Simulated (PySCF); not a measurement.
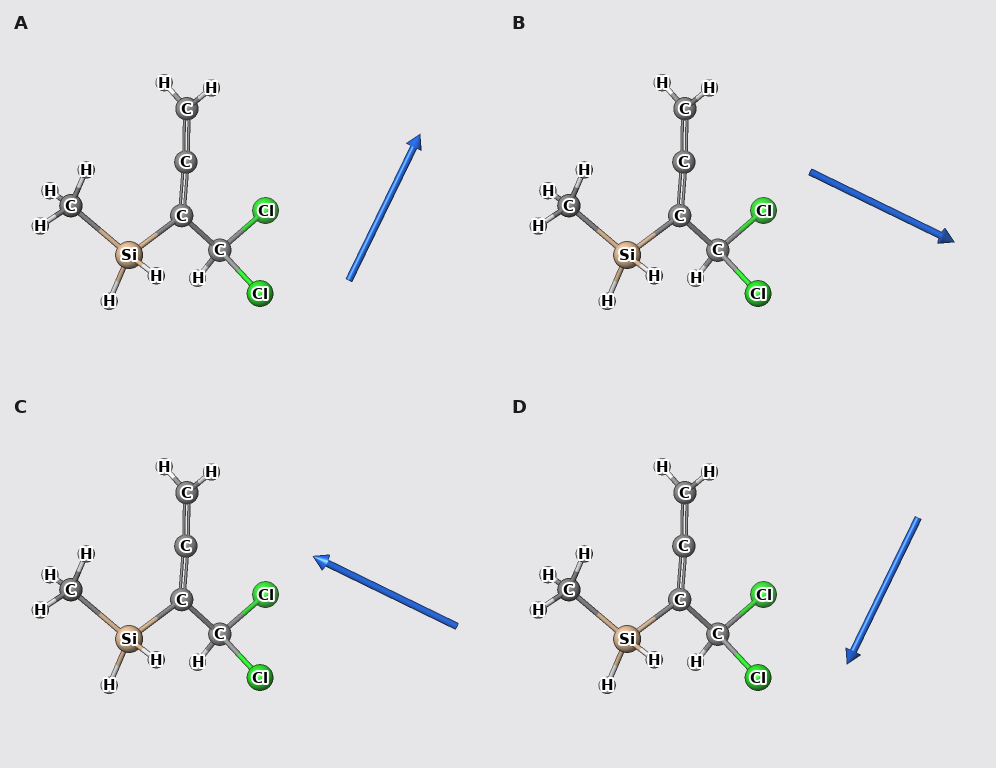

The same molecule four times, each with an arrow. Computed geometry: GFN2-xTB optimisation. No frequency run is at hand to confirm it as a minimum. Properties computed with ωB97X-D/def2-SVPD, gas phase (PySCF 2.14.0).

> Which arrow points along the dipole moment, from the negative to the positive end?

C. The dipole moment is 2.73 D.

The geometry is semi-empirical. Around Si such bond lengths and angles can be off by a tenth of an ångström or more and by several degrees, and values that hang on the shape move with them.
